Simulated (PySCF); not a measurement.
SMILES C[C+](C)C (C4H9 (cation, charge +1)) at its PBE0/def2-SVP optimised geometry (Å):

```
13

C     -0.7991     1.2834     0.0000
C     -0.0713     0.0183     0.0000
C      1.3883     0.0183     0.0000
C     -0.7991    -1.2402    -0.1279
H     -0.8920     1.5542    -1.0777
H     -0.2461     2.1083     0.4695
H     -1.8273     1.1986     0.3772
H      1.6694     0.0733    -1.0776
H      1.8275    -0.9153     0.3769
H      1.8275     0.9089     0.4698
H     -0.8916    -1.4010    -1.2274
H     -0.2464    -2.1083     0.2562
H     -1.8275    -1.1938     0.2555
```

Calculation: PBE0/def2-TZVP run with PySCF 2.14.0.

Map of the electrostatic potential (hartree/e), clipped to [0.08, 0.20] on the plane z = 1.5 Å:

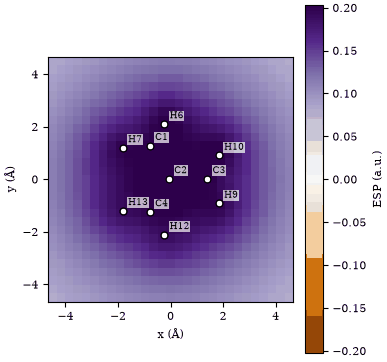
Figure. Electrostatic potential (hartree/e), clipped to [0.08, 0.20] on the plane z = 1.5 Å.
